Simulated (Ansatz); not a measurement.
BrGeH₃···H₂O

```yaml
atoms:
  - { symbol: Ge, position_ang: [0.4528, -0.2592, -0.4401] }
  - { symbol: O, position_ang: [-0.6901, -0.1117, 2.4928] }
  - { symbol: H, position_ang: [-1.2064, -0.9293, 2.4578] }
  - { symbol: H, position_ang: [1.0455, -0.3660, -1.8594] }
  - { symbol: H, position_ang: [0.6413, 1.1475, 0.1323] }
  - { symbol: H, position_ang: [-0.9976, -0.7564, -0.4215] }
  - { symbol: Br, position_ang: [1.7375, -1.7502, 0.8530] }
  - { symbol: H, position_ang: [0.2053, -0.4394, 2.6662] }
```

Level of theory: RKS B3LYP-D4/def2-SVP (Ansatz 0.2.0).

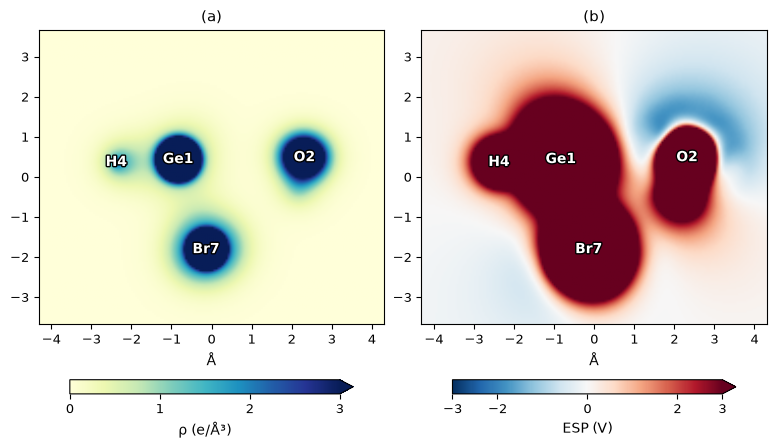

Figure 1. (a) total electron density; (b) electrostatic potential on the plane of atoms H4, Ge1 and Br7.

> What does the map show?

- The plane passes through Ge, O, H and Br nuclei.
- Ge1···O2 (3.15 Å): the density falls to about 0.07 e/Å³ on the way.
- Ge–Br (2.35 Å): ρ is about 0.6 e/Å³ halfway.
- Ge–H (1.54 Å): the density is about 1.1 e/Å³ at the midpoint.
- Outside the dense part of the complex the potential is most negative (−1.9 V) near O2.

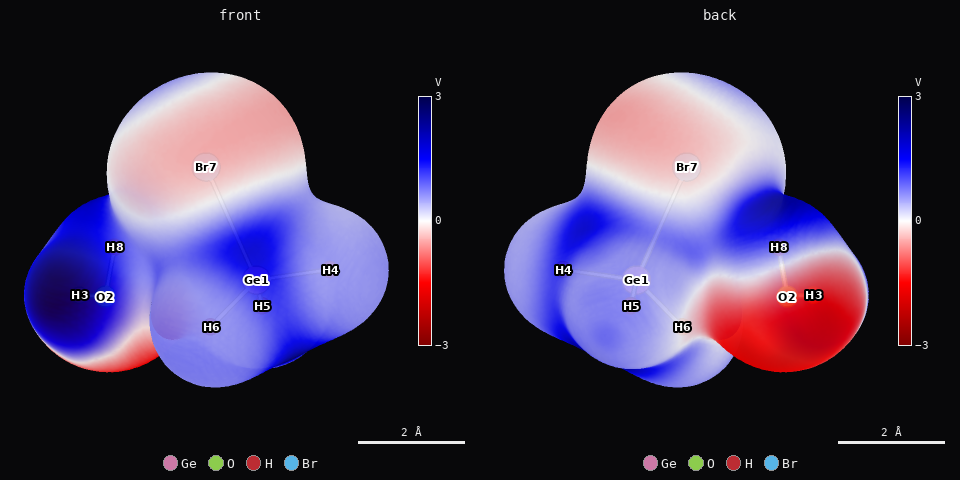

Figure 2. The electrostatic potential painted on the density surface at 0.004 e/bohr³, seen from the front and from behind; the colour scale runs from red (negative) to blue (positive).

> Which sites attract a positive test charge, and which a negative one?

A positive charge is drawn to the negative regions and a negative charge to the positive ones. The most negative region (about −1.9 V) lies over O2, the most positive (about +2.8 V) over H3. Br7 shows a σ-hole: about +0.6 V at the tip opposite its bond, against about 0.0 V on its flanks. O2 is the likeliest acceptor of a hydrogen bond.

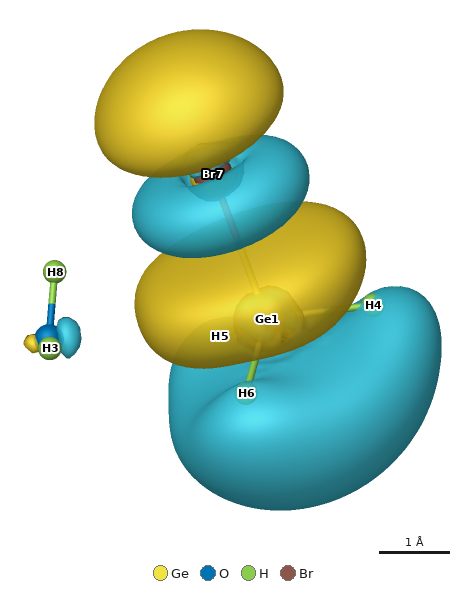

Figure 3. The LUMO at ±0.06 Å⁻³ᐟ² (yellow and cyan are the two phases), seen at a tilt.

> Where does this orbital lie, and at what energy?

By Hirshfeld shares it lies mainly on Ge1 (about 50 %) and Br7 (about 35 %). Its energy is −0.81 eV.
